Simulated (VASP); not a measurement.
Band structure of PbTe (rock salt). Calculation: r2SCAN+rVV10, VASP's PBE PAW potentials (set 64) (plane waves; VASP 6.6.1).

Unless said otherwise, spin-orbit coupling is left out, though it shifts the bands of the heavy elements here.

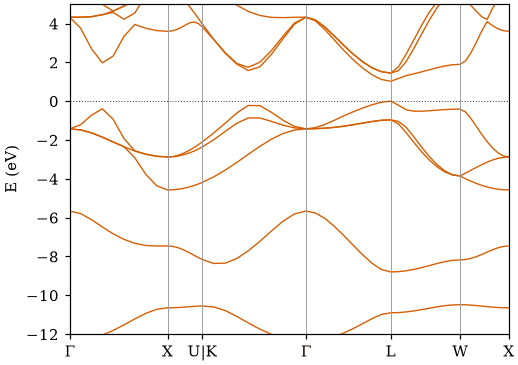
Figure: Bands along high-symmetry lines, zero at the valence-band maximum or, without a gap, the Fermi level

### Question
Read the plot: is there a gap, and where are the band edges?

### Answer
The gap is direct, 1.03 eV, from the valence maximum at L to the conduction minimum at L.

The compound is PbTe in the rock salt structure. It was relaxed first.
